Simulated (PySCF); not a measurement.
# C$_{4}$H$_{9}$F$_{2}$Si$_{2}$ (doublet): what the fields show

```yaml
atoms:
  - { symbol: C, position_ang: [2.2506, 0.5076, -0.2796] }
  - { symbol: Si, position_ang: [0.7488, -0.2945, -1.1232] }
  - { symbol: C, position_ang: [-0.6431, -0.5557, 0.1075] }
  - { symbol: C, position_ang: [-1.4606, 0.4086, 0.6238] }
  - { symbol: Si, position_ang: [-1.4606, 2.1892, 0.2839] }
  - { symbol: C, position_ang: [-0.8116, -1.9722, 0.5519] }
  - { symbol: F, position_ang: [0.3547, -2.4692, 1.0714] }
  - { symbol: F, position_ang: [-1.7375, -2.1402, 1.5324] }
  - { symbol: H, position_ang: [2.6376, -0.1294, 0.5108] }
  - { symbol: H, position_ang: [3.0532, 0.6785, -0.9908] }
  - { symbol: H, position_ang: [1.9917, 1.4645, 0.1659] }
  - { symbol: H, position_ang: [1.1263, -1.5919, -1.6960] }
  - { symbol: H, position_ang: [0.2431, 0.5840, -2.1929] }
  - { symbol: H, position_ang: [-2.2159, 0.0853, 1.3369] }
  - { symbol: H, position_ang: [-2.4667, 3.0080, 0.9371] }
  - { symbol: H, position_ang: [-0.5246, 2.8880, -0.5750] }
  - { symbol: H, position_ang: [-1.0923, -2.6487, -0.2742] }
```

Geometry: GFN2-xTB.

Theory: UKS B3LYP, pcH-1 on C F H Si, non-relativistic, mean-field spin-orbit, GIAO (PySCF 2.14.0, density-fitted response routines).

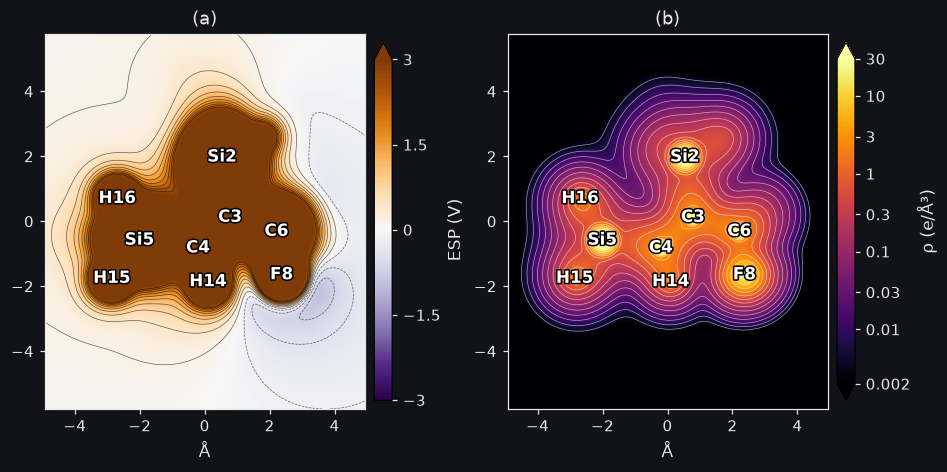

Figure 1. (a) molecular electrostatic potential; (b) total electron density on the plane of atoms C4, Si5 and H16.

Q: What do the fields say about this system?

A:
- The plane passes through Si, C, F and H nuclei.
- C–F (1.36 Å): the density is about 2.2 e/Å³ at the midpoint, with its minimum of 1.8 e/Å³ about 0.5 Å from C.
- C–C (1.37 Å): the density is about 2.1 e/Å³ at the midpoint.
- C–Si (1.81 Å): ρ is about 1 e/Å³ halfway.
- C–H (1.09 Å): ρ at the midpoint is about 2 e/Å³.
- C–C (1.49 Å): ρ at the midpoint is about 1.8 e/Å³.
- Outside the dense part of the molecule the potential is most negative (−0.9 V) near F8.

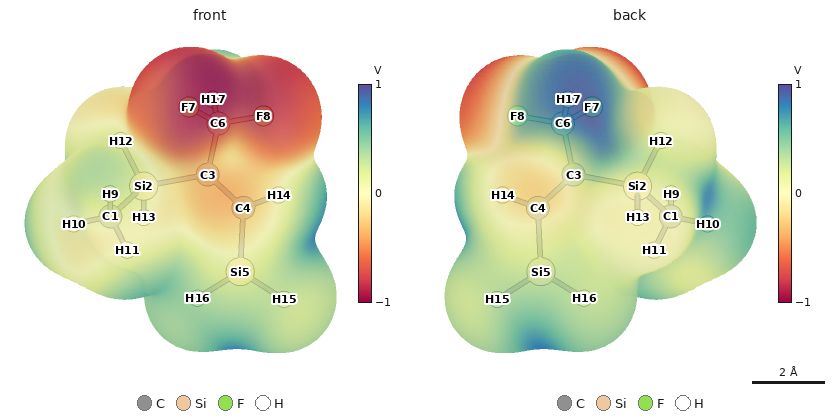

Figure 2. The molecular electrostatic potential painted on the density surface at 0.001 e/bohr³, seen from the front and from behind; the colour scale runs from red (negative) to blue (positive).

Q: Where is the surface potential most negative and most positive?

A: The most negative region (about −0.9 V) lies over F7 and F8, the most positive (about +0.9 V) over Si2 and H17.
